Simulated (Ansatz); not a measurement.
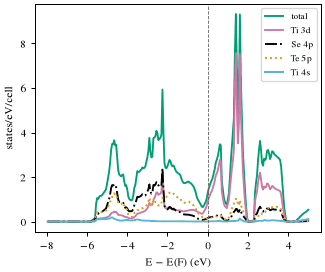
Total and projected density of states of TiTeSe in space group P3m1 (No. 156; Ti on 1a, Te on 1c, Se on 1b), the program Ansatz at the LDA level (PAW)

Task: Which orbitals carry the states next to the Fermi level?

Result: Within 0.5 eV of the Fermi level: Ti 3d 70 %, Te 5p 15 %, Se 4p 11 %. Projections are on Löwdin-orthogonalised atomic valence shells; empty p or d shells of many metals are not among them.

Task: Where is the tallest occupied peak in this window, and what makes it?

Result: Near -2.2 eV, about 5.9 states/eV per cell; the largest projected share is Se 4p.

The workflow started from a Materials Project entry (that database holds measured and hypothetical structures alike); the Crystallography Open Database copy checked does not list it. Whether it is the stable phase at ambient conditions was not checked. Symmetry was held in the LDA relaxation; whether a distortion lowers the energy is not shown. No spin polarisation was allowed. A crystal of weakly bound layers computed without a dispersion correction: the cell and the soft elastic constants depend strongly on that. Spin–orbit coupling is left out wherever it is not named.

Potentials: the later of the program's two PAW sets.
